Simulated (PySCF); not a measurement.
TiO (triplet)

```xyz
2

Ti    0.0000    0.0000   -0.4002
O     0.0000    0.0000    1.1998
```

Level of theory: PBE0/def2-TZVPP, non-relativistic Hamiltonian with scalar-relativistic core potentials where named, at a bond length of 1.600 Å in PySCF.

**Predict the electron density, electron localisation function and spin density between the atoms.**

Ti–O (1.60 Å): the density is about 1.9 e/Å³ at the midpoint; the ELF peaks at about 0.80 in the valence shell of O, 0.5 Å from its nucleus, and drops to about 0.40 between the two atoms.
The unpaired spin (2 electrons) lies mostly on Ti1 (about 2.1), in electrons by Hirshfeld's partition, with opposite, polarisation-induced spin on O2.

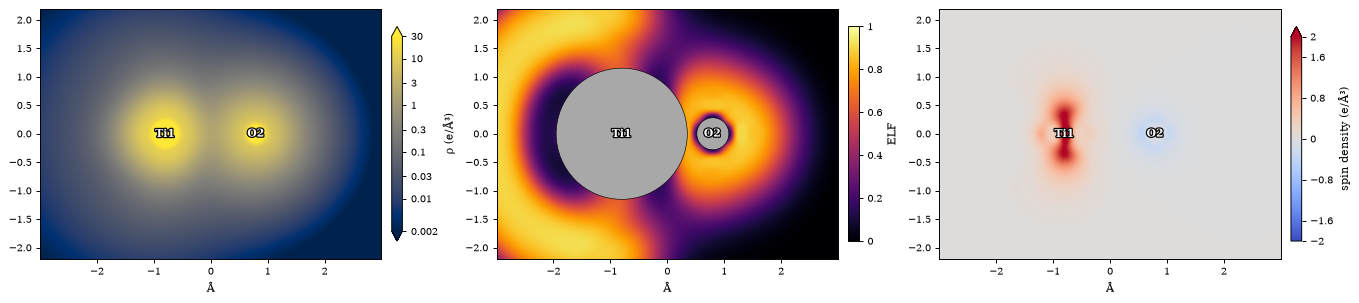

Computed electron density, electron localisation function and spin density on a plane that holds the molecular axis, in this order. Grey discs cover the atomic cores in the ELF map. 
